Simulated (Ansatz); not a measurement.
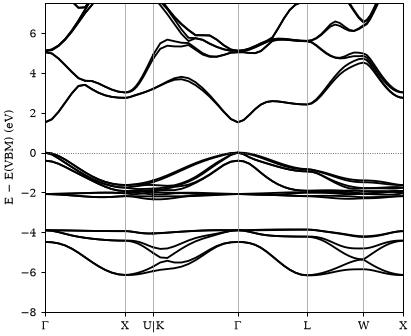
Figure. Band structure from plane-wave PAW r²SCAN with spin–orbit coupling (Ansatz code)

The gap is 1.52 eV; an edge lies off the plotted path or next to a special point (maximum on the Γ–X line, 1 % of the way from Γ, minimum at Γ).

The material is CuI (zinc blende, F-43m).

Symmetry was held in the r²SCAN relaxation. The run is not spin-polarised.

Potentials: the earlier of the program's two PAW sets. The files were generated under PBE; for other functionals the program regenerates the frozen cores, and for LDA and PBEsol the local potential too.
